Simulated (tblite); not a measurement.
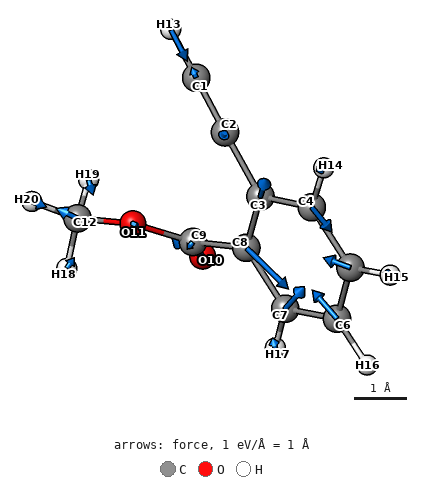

Starting geometry of C10H8O2 with the computed forces as blue arrows. A ball-and-stick model, seen at a tilt.

All numbers below come from GFN2-xTB geometry optimisation, gas phase (tblite 0.8.0). 

### What follows when this structure is relaxed?

It isn't relaxed: the largest force vector, on an O atom, is 1.20 eV/Å. The final displacements have little in common with the starting forces (cosine between the two patterns 0.16). The energy falls by 3.37 kcal/mol in 95 geometry steps. An O atom moves most after the best rigid fit: 0.77 Å. By element the largest moves are O 0.77 Å, H 0.30 Å, C 0.28 Å. Some distances before and after: C–C 1.402 → 1.381 Å, C–H 1.069 → 1.049 Å, C–O 1.357 → 1.338 Å, C–C 1.411 → 1.393 Å. Among the angles between lasting bonds that change: C–C–O 109.3° → 113.1°, O–C–O 127.2° → 123.5°, C–C–C 178.2° → 174.5°. Groups turn about C–C by about 30°, C–O by about 25°.
